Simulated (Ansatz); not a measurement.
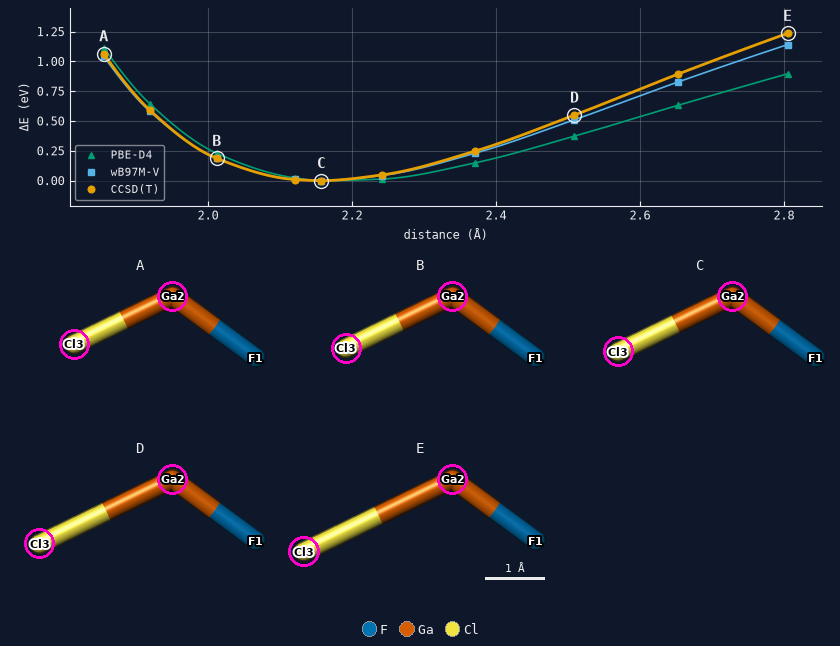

Energy scan for GaClF (multiplicity 2), in which the Ga2–Cl3 distance is varied, with the rest of the molecule carried along rigidly. The lettered frames are marked on the plot, at the values of CCSD(T). Style: stick. Shown face on. The ringed atoms are those of the scanned coordinate.

Levels of theory: CCSD(T), wB97M-V, PBE-D4 (def2-TZVPP, Ansatz), on geometries moved rigidly from the minimum at PBE0-D4/def2-TZVP. Coupled cluster with a frozen core. Energies are counted from the PBE0-D4/def2-TZVP minimum geometry at the same level.

What does the scan show?

With CCSD(T): of the computed points the lowest is at the distance 2.157 Å, 0.000 eV. The end points stand at 1.065 eV (1.855 Å) and 1.236 eV (2.805 Å). The curvature at the lowest point is about 15 eV/Å² (2.4 mdyn/Å). The well is steeper on the short side, as for any bond. At 2.805 Å the levels give PBE-D4 0.896 eV, wB97M-V 1.141 eV, CCSD(T) 1.236 eV. Closest to CCSD(T) there is wB97M-V.

The computed points:

Energies in eV.

```csv
distance (Å),CCSD(T),wB97M-V,PBE-D4
1.855,1.065,1.043,1.116
1.919,0.592,0.582,0.645
2.012,0.187,0.186,0.230
2.121,0.009,0.010,0.022
2.157,0.000,0.000,0.000
2.241,0.047,0.043,0.013
2.371,0.248,0.230,0.149
2.509,0.550,0.511,0.373
2.653,0.894,0.828,0.632
2.805,1.236,1.141,0.896
```
